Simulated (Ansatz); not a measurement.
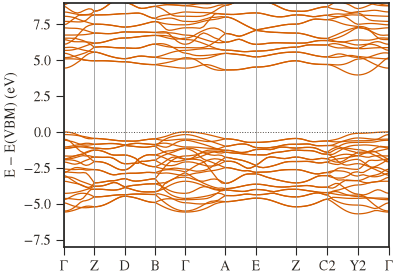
Figure. Band structure from the program Ansatz at the PBEsol level (PAW)

**Question.** Read off the gap and where the band edges lie.

**Answer.** About 4.0 eV (3.97 eV by a search for the band edges); maximum at Γ, minimum at Y2.

The material is HfO$_{2}$ in space group P2_1/c (No. 14; Hf on 4e, O on 4e, O on 4e).

The PBEsol relaxation kept the symmetry of its start. The run is not spin-polarised. Scalar-relativistic: spin–orbit coupling is off unless named, which matters more the heavier the elements.

Potentials: the earlier of the program's two PAW sets. The files were generated under PBE; for other functionals the program regenerates the frozen cores, and for LDA and PBEsol the local potential too.
